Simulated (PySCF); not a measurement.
## Electronic structure of CsH in real space

```
atom   x (Å)   y (Å)    z (Å)
  Cs  0.0000  0.0000  -0.0194
   H  0.0000  0.0000   2.5586
```

Core potentials replace the inner electrons of Cs.

These are results of PBE0/def2-SVP, non-relativistic Hamiltonian with scalar-relativistic core potentials where named, at a bond length of 2.578 Å in PySCF 2.14.0, not measurements.

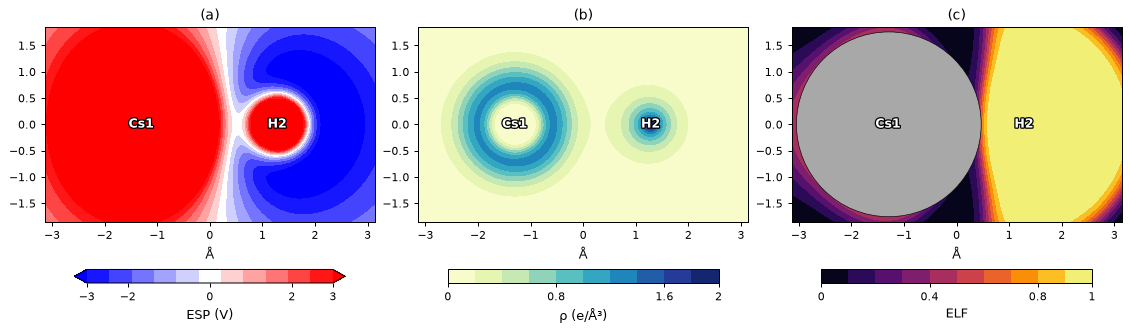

Figure 1. (a) electrostatic potential; (b) electron density; (c) ELF on a plane that holds the molecular axis. Grey discs cover the atomic cores in the ELF map.

### What do the fields say about this system?

The section cuts through Cs and H sites.
Cs–H (2.58 Å): ρ is about 0.28 e/Å³ halfway; the ELF climbs to about 1 towards the hydrogen.
Outside the dense part of the molecule the potential is most negative (−3.7 V) near H2.

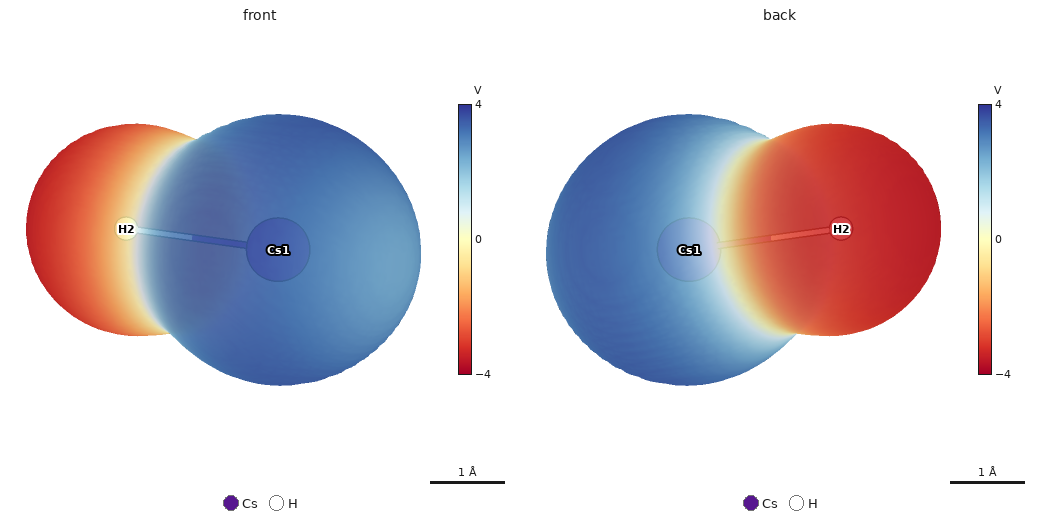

Figure 2. The electrostatic potential painted on the density surface at 0.004 e/bohr³, seen from the front and from behind; the colour scale runs from red (negative) to blue (positive).

### Describe the electrostatic potential map.

The most negative region (about −3.5 V) lies over H2, the most positive (about +3.5 V) over Cs1.
